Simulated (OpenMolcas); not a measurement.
# SnH4 (SMILES [SnH4]): CCSD(T)/def2-TZVPP (Cholesky decomposition, core potential)

Aim: the energy change on altering one bond length of SnH4 at CCSD(T)/def2-TZVPP (Cholesky decomposition, core potential), from 2 runs. 

Program for the calculation: OpenMolcas 26.06.

## 1. The molecule

The species is SnH4 (5 atoms), meant as a singlet with charge 0. SMILES: `[SnH4]`. The shape comes from GFN2-xTB, which is rough for such elements, and wasn't checked as a minimum.

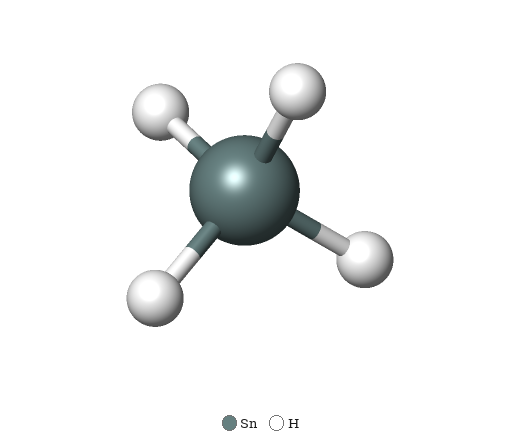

Viewed from a chosen angle; tin teal, hydrogen white.

## 2. The energy at CCSD(T)/def2-TZVPP (Cholesky decomposition, core potential)

job.inp reads:

```
* H4Sn CCSD(T)
&GATEWAY
BasLib
$CurrDir
Coord
5
bohr
Sn    -0.00013228     0.00000000    -0.00039684
H      1.49583161    -1.55091713     2.22322499
H     -2.84127882     0.73304366     0.98919604
H     -0.21083674    -1.77078676    -2.53179837
H      1.55641623     2.58864133    -0.68022582
Basis
def2-TZVPP
Group
NoSym
&SEWARD
High
&SCF
PrOrbitals
1 1
&CHCC
Frozen
4
&CHT3
Frozen
4
```

The basis set def2-TZVPP is read from a file made from the Basis Set Exchange's data (not shown).

Run with:

```sh
export MOLCAS_MEM=1860
pymolcas job.inp > job.log
```

What it wrote:

```text
--- Start Module: gateway ---
[...]
--- Stop Module: gateway /rc=_RC_ALL_IS_WELL_ ---
[...]
      Basis functions          106
[...]
       Convergence after   9 Iterations
[...]
::    Total SCF energy                               -215.6386649529
[...]
      Total spin, S                                     0.0000000000
[...]
      Total electronic charge=   26.000000
      Total            charge=   -0.000000
[...]
      Dipole Moment (debye):
      Origin of the operator (angstrom)=   -0.0001   -0.0000   -0.0002
                   X= -3.3755E-04               Y=  1.0233E-04               Z= -1.3981E-03           Total=  1.4419E-03
      Quadrupole Moment (debye*angstrom):
[...]
--- Start Module: chcc ---
[...]
--- Stop Module: chcc /rc=_RC_ALL_IS_WELL_ ---
[...]
--- Start Module: cht3 ---
[...]
--- Stop Module: cht3 /rc=_RC_ALL_IS_WELL_ ---
[...]
```

Wall time 3.5 min (1 thread of Arm Neoverse V1, shared host); peak memory 0.21 GiB.

## 3. The distorted shape, same level

job.input reads:

```
&GATEWAY
BASLIB=$CurrDir
COORD
5
bohr
Sn     0.15549044     0.25880933    -0.06836462
H      1.65145434    -1.29210780     2.15525721
H     -2.68565609     0.99185299     0.92122826
H     -0.05521402    -1.51197743    -2.59976615
H      1.55641623     2.58864133    -0.68022582
BASIS=def2-TZVPP
GROUP=NoSym
&SEWARD
HIGH
&SCF
PRORBITALS=1 1
&CHCC
FROZEN=4
&CHT3
FROZEN=4
```

The basis set def2-TZVPP is read from a file made from the Basis Set Exchange's data (not shown).

Run with:

```sh
export MOLCAS_MEM=1860
pymolcas job.input > job.log
```

What it wrote:

```text
--- Start Module: gateway ---
[...]
--- Stop Module: gateway /rc=_RC_ALL_IS_WELL_ ---
[...]
      Basis functions          106
[...]
       Convergence after   9 Iterations
[...]
::    Total SCF energy                               -215.6194317870
[...]
      Total spin, S                                     0.0000000000
[...]
      Total electronic charge=   26.000000
      Total            charge=   -0.000000
[...]
      Dipole Moment (debye):
      Origin of the operator (angstrom)=    0.0816    0.1358   -0.0359
                   X=  1.6161E-01               Y=  2.6945E-01               Z= -7.2065E-02           Total=  3.2236E-01
      Quadrupole Moment (debye*angstrom):
[...]
--- Start Module: chcc ---
[...]
--- Stop Module: chcc /rc=_RC_ALL_IS_WELL_ ---
[...]
--- Start Module: cht3 ---
[...]
--- Stop Module: cht3 /rc=_RC_ALL_IS_WELL_ ---
[...]
```

Wall time 3.9 min (1 thread of Arm Neoverse V1, shared host); peak memory 0.21 GiB.

## 4. Results

At CCSD(T)/def2-TZVPP (Cholesky decomposition, core potential), 4 core orbitals frozen:

| quantity | value |
| --- | --- |
| first shape: total energy | -216.01774 Eh |
| first shape: dipole moment (mean-field density) | 0.00 D |
| first shape: HOMO energy (Hartree–Fock orbitals) | -12.33 eV |
| first shape: LUMO energy (Hartree–Fock orbitals) | 2.92 eV |
| first shape: HOMO–LUMO gap (Hartree–Fock orbitals) | 15.25 eV |
| first shape: correlation energy (4 core orbitals frozen) | -379.1 mEh |
| first shape: (T) correction | -8.33 mEh |
| distorted shape: total energy | -216.00101 Eh |
| distorted shape: dipole moment (mean-field density) | 0.32 D |
| distorted shape: HOMO energy (Hartree–Fock orbitals) | -12.27 eV |
| distorted shape: LUMO energy (Hartree–Fock orbitals) | 2.94 eV |
| distorted shape: HOMO–LUMO gap (Hartree–Fock orbitals) | 15.20 eV |
| distorted shape: correlation energy (4 core orbitals frozen) | -381.6 mEh |
| distorted shape: (T) correction | -8.33 mEh |
| energy change with the Sn1–H5 bond shortened from 1.638 to 1.475 Å | 0.455 eV |

In words: With the Sn1–H5 bond shortened from 1.638 to 1.475 Å the energy rises by 0.46 eV (10.5 kcal/mol). The first shape isn't relaxed at this level, so the change isn't measured from a minimum. Mulliken charges (first shape) of the mean-field density run from -0.18 on H2 to +0.74 on Sn1; they depend strongly on the basis. The triples (first shape) make up 2.2 % of the correlation energy. Mulliken charges (distorted shape) of the mean-field density run from -0.19 on H2 to +0.74 on Sn1; they depend strongly on the basis. The triples (distorted shape) make up 2.2 % of the correlation energy.
